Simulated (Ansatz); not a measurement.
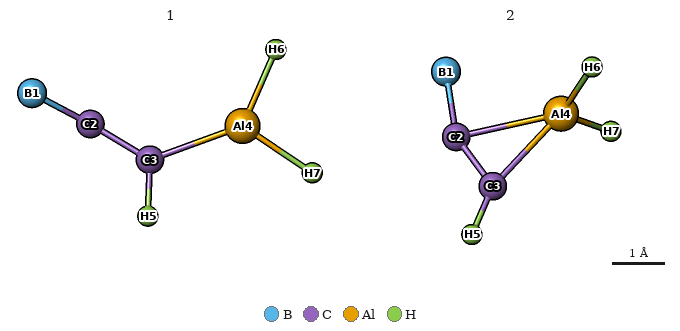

Two geometries of C2H3AlB (charge −1), drawn at one scale. One is the start of a relaxation, the other its converged end. Style: ball-and-stick. Shown face on.

Method: RKS BLYP-D4/def2-SVP (Ansatz 0.2.0). (no spin polarisation; force threshold 0.015 eV/Å; at most 40 steps)

Question: Which geometry has the lower energy?

Answer: Structure 2 is the relaxed one. The run prepares an end point of a later path (torsion) calculation, from a guessed geometry. The largest move after the best rigid fit is that of B1, 1.82 Å. By element the largest moves are B 1.82 Å, H 1.79 Å, C 0.79 Å, Al 0.51 Å. Among the contacts that change: B1–Al4 4.157 → 2.509 Å, C2–Al4 2.991 → 2.096 Å, B1–C2 1.367 → 1.463 Å, C3–Al4 1.936 → 2.015 Å. Bond angles that change, for instance: C2–C3–Al4 129.3° → 74.2°, Al4–C3–H5 110.6° → 159.9°, H6–Al4–H7 100.4° → 117.4°. Groups turn about C2–C3 by about 100°. Over 18 geometry steps the energy falls by 142.4 kJ/mol. Largest force component: 2.8 eV/Å at the start, 0.0064 eV/Å at the end.

Limits of the set-up: the basis has no diffuse functions, which an anion needs.
